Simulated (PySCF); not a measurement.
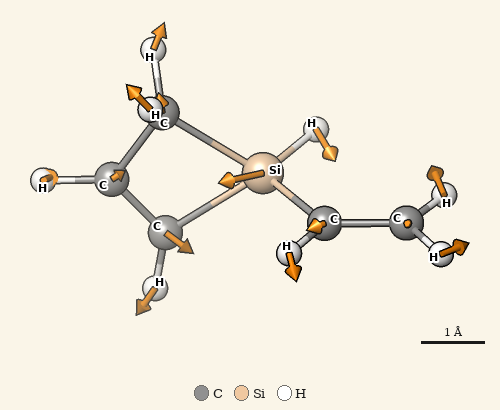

This is a relaxation of C$_{5}$H$_{8}$Si. The starting structure is drawn; orange arrows show the displacements, 10 times their true length. The two geometries are superimposed by the best rigid fit.

A ball-and-stick model, seen at a tilt.

The start comes from GFN2-xTB. Its atoms were then displaced at random by about 0.01 Å.

The calculation used PBE0-D3(BJ)/def2-SVP geometry optimisation, gas phase in PySCF 2.14.0, density-fitted response routines. 

Describe the change and its energy.

The energy falls by 0.307 eV in 5 geometry steps. The largest move after the best rigid fit is that of the Si atom, 0.090 Å. Largest moves by element: Si 0.090 Å, H 0.086 Å, C 0.058 Å. Among the contacts that change: C–Si 1.932 → 1.867 Å, C–C 1.305 → 1.351 Å, C–H 1.052 → 1.097 Å, H–Si 1.458 → 1.499 Å. Among the angles between lasting bonds that change: Si–C–H 135.4° → 142.5°, C–Si–H 112.6° → 107.3°, C–Si–C 71.4° → 76.3°.
